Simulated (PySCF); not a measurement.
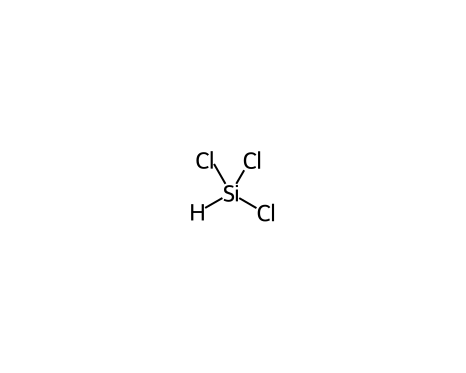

Computed geometry: PBE0-D3(BJ)/def2-SVP optimisation. No frequency run is at hand to confirm it as a minimum. Program: PySCF 2.14.0.

Tabulate HOMO–LUMO gap (eV), HOMO energy (eV), dipole (D) at these levels: B3LYP/6-31G*; B3LYP/aug-cc-pVTZ-J; B3LYP/cc-pVTZ; B3LYP/def2-SVPD; B3LYP/def2-TZVP; HF/def2-SVPD; LDA/def2-SVPD; PBE/def2-SVPD; PBE0/def2-SVPD.

```json
{"level": "B3LYP/6-31G*", "HOMO–LUMO gap (eV)": "8.61", "HOMO energy (eV)": "−9.10", "dipole (D)": "1.17"}
{"level": "B3LYP/aug-cc-pVTZ-J", "HOMO–LUMO gap (eV)": "8.33", "HOMO energy (eV)": "−9.13", "dipole (D)": "0.88"}
{"level": "B3LYP/cc-pVTZ", "HOMO–LUMO gap (eV)": "8.62", "HOMO energy (eV)": "−9.09", "dipole (D)": "0.90"}
{"level": "B3LYP/def2-SVPD", "HOMO–LUMO gap (eV)": "8.39", "HOMO energy (eV)": "−9.19", "dipole (D)": "0.95"}
{"level": "B3LYP/def2-TZVP", "HOMO–LUMO gap (eV)": "8.59", "HOMO energy (eV)": "−9.08", "dipole (D)": "0.85"}
{"level": "HF/def2-SVPD", "HOMO–LUMO gap (eV)": "14.90", "HOMO energy (eV)": "−12.78", "dipole (D)": "1.10"}
{"level": "LDA/def2-SVPD", "HOMO–LUMO gap (eV)": "6.51", "HOMO energy (eV)": "−8.19", "dipole (D)": "0.92"}
{"level": "PBE/def2-SVPD", "HOMO–LUMO gap (eV)": "6.60", "HOMO energy (eV)": "−8.09", "dipole (D)": "0.88"}
{"level": "PBE0/def2-SVPD", "HOMO–LUMO gap (eV)": "8.96", "HOMO energy (eV)": "−9.50", "dipole (D)": "0.96"}
```
